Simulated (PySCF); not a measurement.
C9H9NSSi, SMILES c1csc([SiH2]c2ccncc2)c1, singlet at its GFN2-xTB optimised geometry (Å):

```
21

C     -0.2183    -3.0018     0.0000
C      1.1395    -3.0018     0.0000
S      1.7825    -1.4097     0.0000
C      0.1918    -0.7122     0.0020
Si    -0.0452     1.1451     0.0081
C      0.5760     1.8372     1.6573
C      0.6980     3.2112     1.8497
C      1.1477     3.6908     3.0684
N      1.4749     2.9071     4.0822
C      1.3620     1.6013     3.9108
C      0.9215     1.0219     2.7316
C     -0.7532    -1.6966     0.0003
H     -0.8158    -3.8961     0.0000
H      1.8081    -3.8397     0.0001
H     -1.4790     1.4200    -0.1339
H      0.7262     1.7550    -1.0805
H      0.4447     3.8961     1.0541
H      1.2538     4.7534     3.2479
H      1.6394     0.9934     4.7629
H      0.8502    -0.0527     2.6498
H     -1.8081    -1.4863    -0.0004
```

Method: PySCF 2.14.0 with B3LYP/def2-SVP.

Map of the electrostatic potential (hartree/e), clipped to [-0.08, 0.12] on the plane z = 1.0 Å:

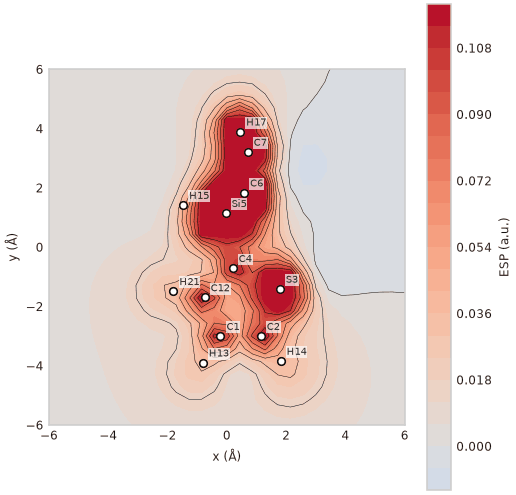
Fig. 1. Electrostatic potential (hartree/e), clipped to [-0.08, 0.12] on the plane z = 1.0 Å.
